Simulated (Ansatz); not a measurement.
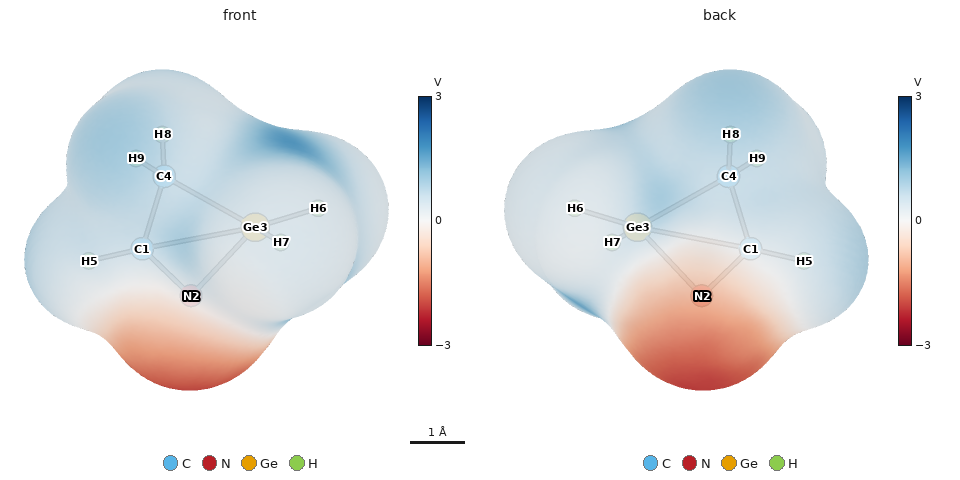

Figure 1: C2H5GeN. The electrostatic potential painted on the density surface at 0.002 e/bohr³, seen from the front and from behind; the colour scale runs from red (negative) to blue (positive).

Geometry: PBE0-D4/def2-TZVP.

Level of theory: RKS PBE0-D4/def2-TZVPP in Ansatz 0.2.0.

Input file:

```
crystal:
  periodic: [false, false, false]
  atoms:
    - {symbol: C, position_ang: [-0.186793, -0.549715, -1.075063]}
    - {symbol: N, position_ang: [1.035909, -0.182485, -1.141527]}
    - {symbol: Ge, position_ang: [0.903932, 0.560555, 0.613007]}
    - {symbol: C, position_ang: [-0.885366, -0.197111, 0.218468]}
    - {symbol: H, position_ang: [-0.675603, -1.079484, -1.903385]}
    - {symbol: H, position_ang: [1.056471, 2.089143, 0.684061]}
    - {symbol: H, position_ang: [1.776040, -0.127037, 1.676749]}
    - {symbol: H, position_ang: [-1.720495, 0.497355, 0.107037]}
    - {symbol: H, position_ang: [-1.215593, -1.057721, 0.803652]}
basis:
  gaussian: {orbitals: def2-TZVPP}
hamiltonian: {xc: pbe0, dispersion: d4}
output: {orbitals: {seedname: orbitals}}
```

Command:

```sh
ansatz run in.yaml --threads 2 --pin off --events-out ev --progress --plain --max-ram 4352MiB
```

Describe the electrostatic potential map.

Answer. The most negative region (about −2.0 V, or −46 kcal/mol for a unit charge) lies over N2, the most positive (about +1.6 V, or +37 kcal/mol for a unit charge) over Ge3. N2 is the likeliest acceptor of a hydrogen bond.
